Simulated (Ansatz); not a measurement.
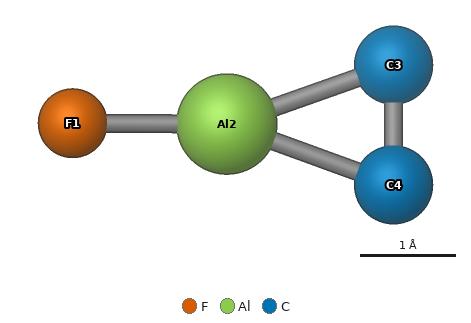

Figure 1. The structure as given in the input (ball-and-stick view, seen on its broad side; atoms are numbered from 1 in the order of the input). Sticks mark near contacts.

**Single-point calculation, with input and output: C₂AlF**

The run: single-point calculation of C₂AlF, SMILES [F][Al]1[C]#[C]1. Method and program: RKS PBE0-D4/def2-TZVPP (Ansatz 0.2.0).

The geometry is a minimum found at another level. The geometry comes from this level: PBE0-D4/def2-TZVP.

Log:
```
Functional definition: PBE0
  name "PBE0"
  cite "Adamo & Barone, J. Chem. Phys. 110, 6158 (1999) doi:10.1063/1.478522"
  cite "Perdew, Burke & Ernzerhof, Phys. Rev. Lett. 77, 3865 (1996) doi:10.1103/PhysRevLett.77.3865"
  parent pbe
  parameter a = 0.25
  parameter kappa = 0.804
  parameter beta = 0.06672455060314922
  exchange = (1 - a)*pbe_x(kappa = kappa, mu = beta*pi^2/3) + a*exact_x
  correlation = pbe_c(beta = beta)
816 factors; their error is unknown
mean field evaluation 1: about -11371.6258 eV, gradient 5.9e1 eV
mean field evaluation 2: about -11356.6080 eV, gradient 9.6e1 eV
mean field evaluation 4: about -11379.4640 eV, gradient 7.5e0 eV
mean field evaluation 8: about -11379.5984 eV, gradient 1.9e-1 eV
mean field evaluation 16: about -11379.5984 eV, gradient 2.4e-5 eV
mean field -11379.59843834 eV, -418.1925292402 hartree, gradient 2.4e-5 eV, S^2 0.000000; 0 other end points of the search recorded, 0 dependent functions left out
reference -11379.59846568 eV, -418.1925302450 hartree; 17, 17 occupied and 118, 118 virtual orbitals, 816 factors
Total energy: -11379.65821393 eV, -418.1947259524 hartree
```

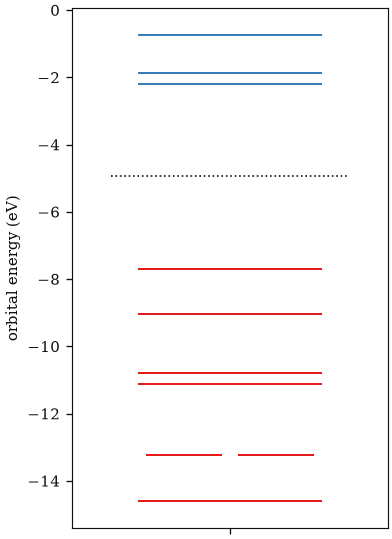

Figure 2. Orbital energies near the frontier; the dotted line parts filled from empty levels, and levels within 0.02 eV of each other stand side by side. Highest filled −7.71 eV, lowest empty −2.19 eV, 5.52 eV apart.

This output came from the following input.

Input:
```yaml
crystal:
  periodic: [false, false, false]
  atoms:
    - {symbol: F, position_ang: [-0.336333, -0.178334, 2.061889]}
    - {symbol: Al, position_ang: [-0.075823, -0.040123, 0.464838]}
    - {symbol: C, position_ang: [0.072630, 0.728430, -1.231639]}
    - {symbol: C, position_ang: [0.339536, -0.509972, -1.295098]}
basis:
  gaussian: {orbitals: def2-TZVPP}
hamiltonian: {xc: pbe0, dispersion: d4}
output: {orbitals: {seedname: orbitals}}
```

Run as:
```bash
ansatz run in.yaml --threads 2 --pin off --events-out ev --progress --plain --max-ram 4352MiB
```

Summary:

```json
{"quantity": "outcome", "value": "converged"}
{"quantity": "total energy", "value": "−11379.6582 eV"}
{"quantity": "mean-field energy", "value": "−11379.5985 eV"}
{"quantity": "dispersion energy", "value": "−0.0597 eV"}
{"quantity": "SCF solution under orbital rotations", "value": "stable"}
{"quantity": "HOMO", "value": "−7.71 eV"}
{"quantity": "LUMO", "value": "−2.19 eV"}
{"quantity": "hardware", "value": "2 threads of Intel Xeon @ 2.50GHz, 11 GiB of memory available, shared host"}
{"quantity": "wall time", "value": "2.1 s (CPU time 4 s)"}
{"quantity": "peak memory", "value": "0.22 GiB"}
```
